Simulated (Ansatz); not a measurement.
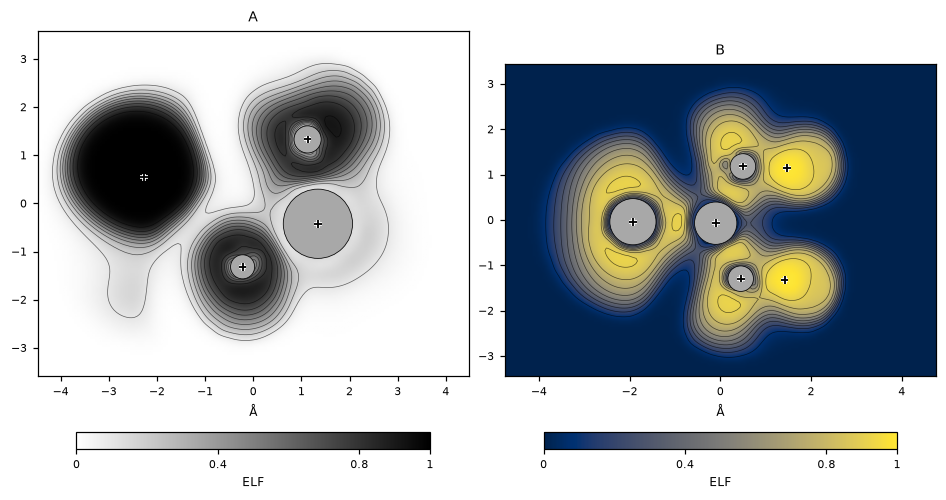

The ELF of 2 systems, each on a plane through atoms (crosses mark nuclei in the plane; grey discs cover the cores).

Method: RKS PBE/def2-SVP in Ansatz 0.2.0.

System 1: AlBClH$_{5}$O$_{3}$, the plane of atoms O2, B1 and Cl4. Not at a stationary point (largest force 0.7 eV/Å).

```xyz
11

B     0.0429   -0.2302    0.1745
O    -0.3476   -0.9475    1.2953
H    -1.3051   -1.1276    1.3190
Cl    1.8486   -0.0691   -0.0338
O    -0.6956    0.2149   -0.8678
H    -1.6555    0.2310   -0.7081
O     0.0471    1.7740    1.8375
Al    1.7493    2.1123    1.5267
H     2.8370    1.6216    2.5953
H     1.9838    3.2740    0.4603
H    -0.1468    0.9722    2.3829
```

System 2: AlF$_{3}$GeH$_{4}$O$_{2}$, the plane of atoms O2, Ge1 and F6. Not at a stationary point (largest force 0.8 eV/Å).

```xyz
11

Ge   -0.0205    0.0487    0.0927
O    -0.0600    0.1025    1.8563
H    -0.9094   -0.2543    2.1896
F     1.4517    0.6202   -0.5692
F    -1.2971    0.9788   -0.6046
F    -0.4098   -1.5828   -0.5651
O     1.6031   -2.1384    1.2414
Al    0.2931   -3.1438    0.6285
H     0.7124   -4.2168   -0.4668
H    -1.0164   -3.2361    1.5642
H     1.4087   -1.5490    2.0114
```

### Match each panel to its system.

Panel A is system 2, AlF$_{3}$GeH$_{4}$O$_{2}$: the plane holds Ge, O, F and H. Ge–O (1.76 Å): the ELF peaks at about 0.85 in the valence shell of O, 0.6 Å from its nucleus, and is about 0.35 at the midpoint. Panel B is system 1, AlBClH$_{5}$O$_{3}$: the plane holds B, O, H and Cl. B–O (1.35 Å): the ELF peaks at about 0.90 between the atoms: a short, strongly polar bond.
